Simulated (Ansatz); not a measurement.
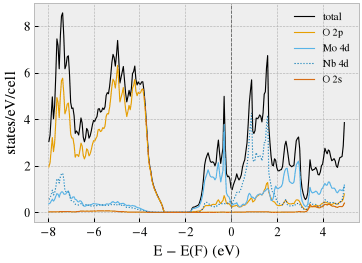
Fig. 1. Total and projected density of states of NbMoO4 in space group Cmmm (No. 65; Nb on 2c, Mo on 2a, O on 4h, O on 4i), plane-wave PAW r²SCAN (Ansatz code)

### Question
Which orbitals carry the states next to the Fermi level?

### Answer
Within 0.5 eV of the Fermi level: Mo 4d 47 %, Nb 4d 31 %, O 2p 19 %. Projections are on Löwdin-orthogonalised atomic valence shells; empty p or d shells of many metals are not among them.

### Question
Where is the tallest occupied peak in this window, and what makes it?

### Answer
Near -7.3 eV, about 8.6 states/eV per cell; the largest projected share is O 2p.

The first step of the workflow began from a Materials Project structure, measured or hypothetical; the Crystallography Open Database copy checked does not list it. With Nb and Mo taken as one species the cell has the higher symmetry P4_2/mnm, so it may be an ordered model of a mixed-site phase. Its standing as an ambient phase is unchecked. The cell was relaxed with r²SCAN under the symmetry of its start; whether a distortion lowers the energy is not shown. Spin order of the final state: ferromagnetic, chosen from 2 collinear starts compared on coarse meshes (ties went to the first, and starts can fall back to one state), not a proven ground state. Other orbital occupations within this spin state were not tried. No Hubbard U is applied. Spin–orbit coupling is left out wherever it is not named.

Potentials: the later of the program's two PAW sets.
